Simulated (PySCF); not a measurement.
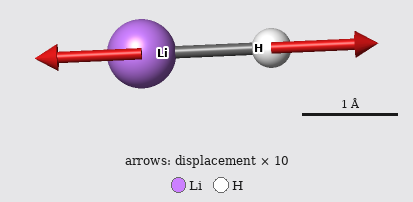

A relaxation of LiH. The starting structure is drawn; red arrows show the displacements, 10 times their true length. The two geometries are superimposed by the best rigid fit.

The picture is a ball-and-stick view, seen at a tilt.

The start comes from GFN2-xTB.

Computed with PBE0-D3(BJ)/def2-SVP geometry optimisation, gas phase (PySCF). 

> Describe the change and its energy.

Over 4 geometry steps the energy falls by 21.6 kJ/mol. The largest moves after the best rigid fit, 0.11 Å, are those of Li and H atoms. By element the largest moves are H 0.11 Å, Li 0.11 Å. Some distances before and after: H–Li 1.371 → 1.598 Å. The run took 0.94 s on 1 thread of Intel(R) Xeon(R) Platinum 8259CL CPU @ 2.50GHz, with other jobs on the host.
